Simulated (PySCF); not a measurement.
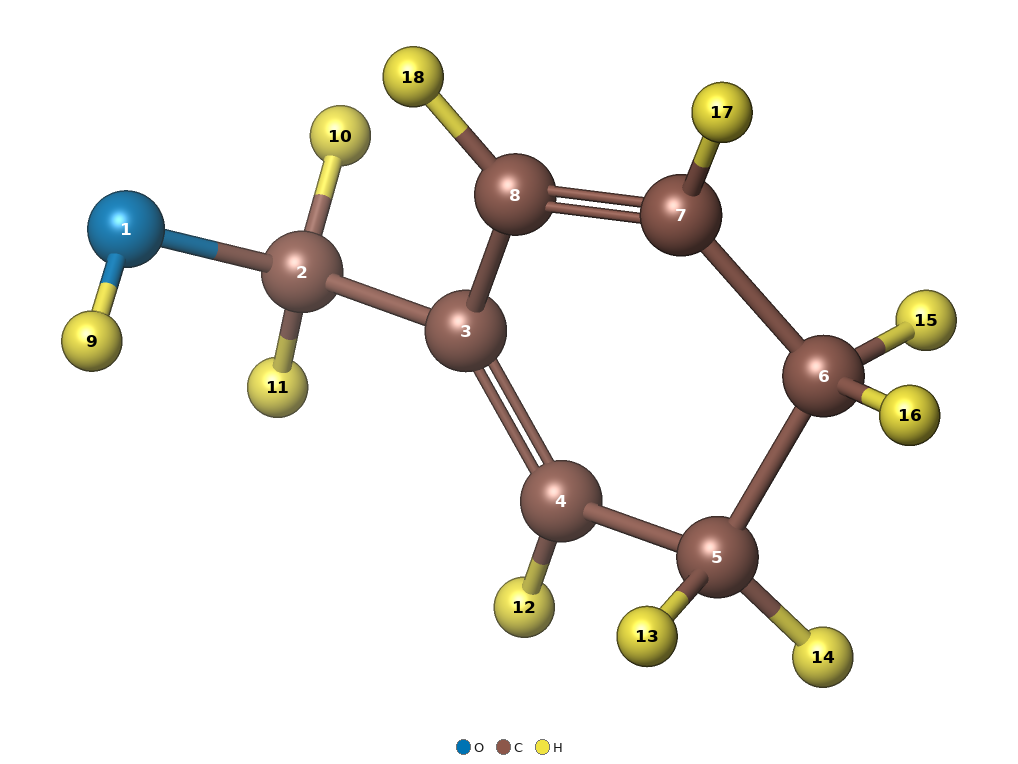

Numbered structure. The computed structure is the end point of a GFN2-xTB optimisation. No frequency run is at hand to confirm it as a minimum.

> How are the neighbours of atom 7 arranged?

C7 has 3 neighbours (C6 at 1.50, C8 at 1.33, H17 at 1.08 Å); the arrangement is trigonal planar.

> What is the geometry at C4?

C4 has 3 neighbours (C3 at 1.33, C5 at 1.50, H12 at 1.08 Å); the arrangement is trigonal planar.

> What is the geometry at C3?

C3 has 3 neighbours (C2 at 1.51, C4 at 1.33, C8 at 1.46 Å); the arrangement is trigonal planar.

> How are the neighbours of atom 1 arranged?

O1 has 2 neighbours (C2 at 1.41, H9 at 0.96 Å); the arrangement is bent.

> What is the dihedral angle C4–C3–C8–C7?

15° in size, that is syn (eclipsed).
